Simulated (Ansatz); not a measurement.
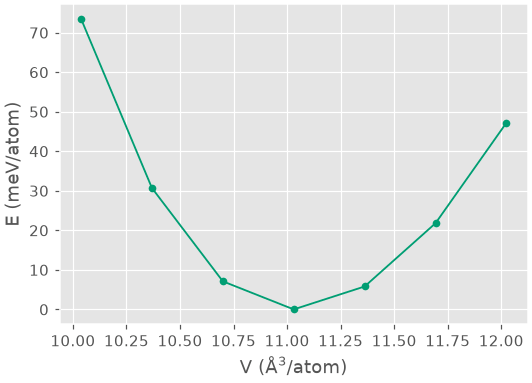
Fig. 1. Fe (bcc (W type), space group No. 229) under volume change, PBE+D3(BJ) (plane waves, PAW; program Ansatz), scaled uniformly.

What does a third-order Birch–Murnaghan fit give for V₀, B₀ and B′?

V₀ = 11.05 Å³/atom, B₀ = 210 GPa, B′ = 5.3.

Space group Im-3m (bcc (W type)). The cell was relaxed with PBE+D3(BJ) under the symmetry of its start. Magnetic state: ferromagnetic, chosen from 3 collinear starts compared on coarse meshes (ties went to the first, and starts can fall back to one state), not a proven ground state. Textbook magnetic order: ferromagnetic. The pairwise dispersion correction was not fitted to metals.

Potentials: the later of the program's two PAW sets.
